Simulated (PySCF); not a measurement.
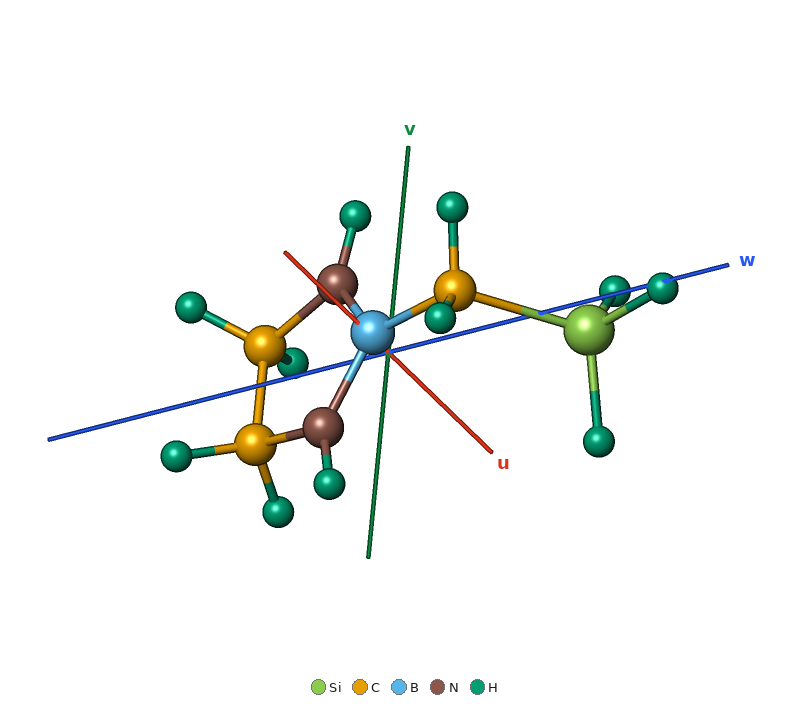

The lines u, v and w are the principal axes of the static dipole polarisability. The geometry was computed by an optimisation with GFN2-xTB. No frequency run is at hand to confirm it as a minimum. Computed with B3LYP/def2-SVPD (PySCF 2.14.0).

Question. Along which axis is the molecule most polarisable, and along which least?

Answer. Most along w, least along u.

Question. Give the three principal values.

Answer. u 78.8, v 85.7, w 108.8 bohr³; mean 91.1, anisotropy 27.2 bohr³.

The geometry is semi-empirical. Around B, Si such bond lengths and angles can be off by a tenth of an ångström or more and by several degrees, and values that hang on the shape move with them.
